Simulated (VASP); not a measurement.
Given:

```
Ge
1.0
    0.00000     2.86685     2.86685
    2.86685     0.00000     2.86685
    2.86685     2.86685     0.00000
Ge
2
Direct
  0.00000   0.00000   0.00000
  0.25000   0.25000   0.25000
```

Calculation: PBE GGA with D3 dispersion (zero damping), VASP's PBE PAW potentials (set 64) (plane waves; VASP). Numerical set-up: 520 eV cut-off, 12×12×12 Γ-centred mesh, tetrahedra with Blöchl corrections, potentials Ge_d.

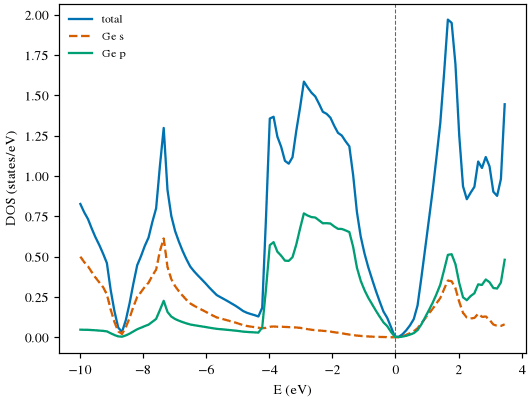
Fig. 1. Total and projected density of states, zero at the Fermi level

Within 2 eV below the Fermi level the largest weight inside VASP's projection spheres is Ge p.

It has no gap at this level: it comes out as a metal or semimetal.

The compound is Ge in the diamond structure. It was relaxed first.
